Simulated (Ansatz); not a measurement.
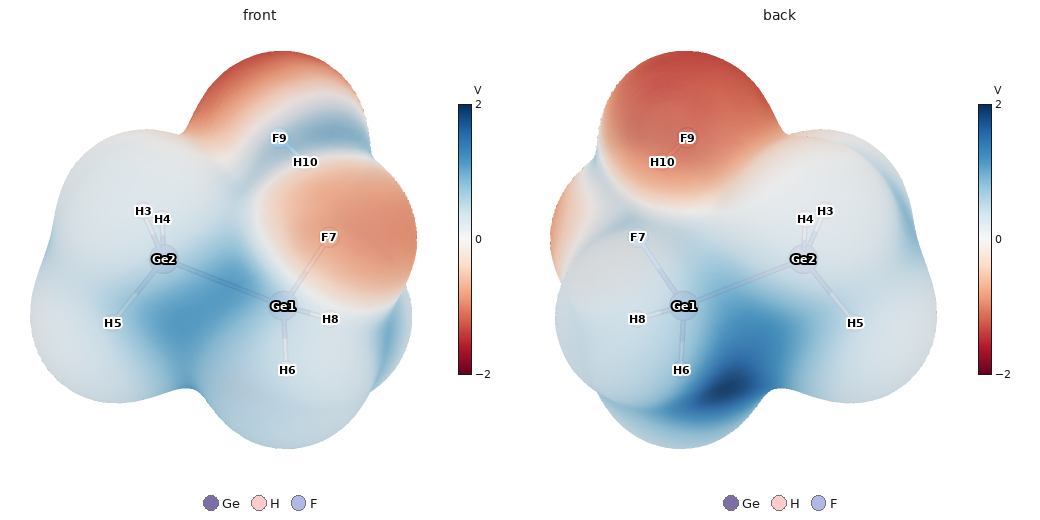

Figure 1: FGe2H5···HF. The electrostatic potential painted on the density surface at 0.001 e/bohr³, seen from the front and from behind; the colour scale runs from red (negative) to blue (positive).

These are results of RKS BHLYP/def2-SVP (Ansatz), not measurements.

Input

```
crystal:
  periodic: [false, false, false]
  atoms:
    - { symbol: Ge, position_ang: [0.246212, -0.038992, 0.139805] }
    - { symbol: Ge, position_ang: [0.163296, 0.024845, 2.545924] }
    - { symbol: H, position_ang: [-1.242005, -0.253372, 3.11462] }
    - { symbol: H, position_ang: [1.095969, -1.03197, 3.144218] }
    - { symbol: H, position_ang: [0.587765, 1.408746, 3.039561] }
    - { symbol: H, position_ang: [1.706409, 0.043206, -0.32468] }
    - { symbol: F, position_ang: [-0.480057, 1.438901, -0.414004] }
    - { symbol: H, position_ang: [-0.463218, -1.214459, -0.519934] }
    - { symbol: F, position_ang: [-2.545853, -0.159833, 0.853887] }
    - { symbol: H, position_ang: [-2.474217, -0.100273, 1.767202] }
basis:
  gaussian: { orbitals: def2-SVP }
hamiltonian:
  xc: { name: BHLYP }
relax:
  f_tol: 0.03
  max_steps: 50
output:
  orbitals: {}
```

Run with:

```sh
ansatz run input.yaml --threads 4 --pin off --max-ram 5120MiB --backend cpu --events-out ev --progress --plain --runs-dir out
```

The fields are those of the run's last geometry, not of the input's.

Describe the electrostatic potential map.

The most negative region (about −1.3 V, or −30 kcal/mol for a unit charge) lies over F9, the most positive (about +1.9 V, or +44 kcal/mol for a unit charge) over Ge1.
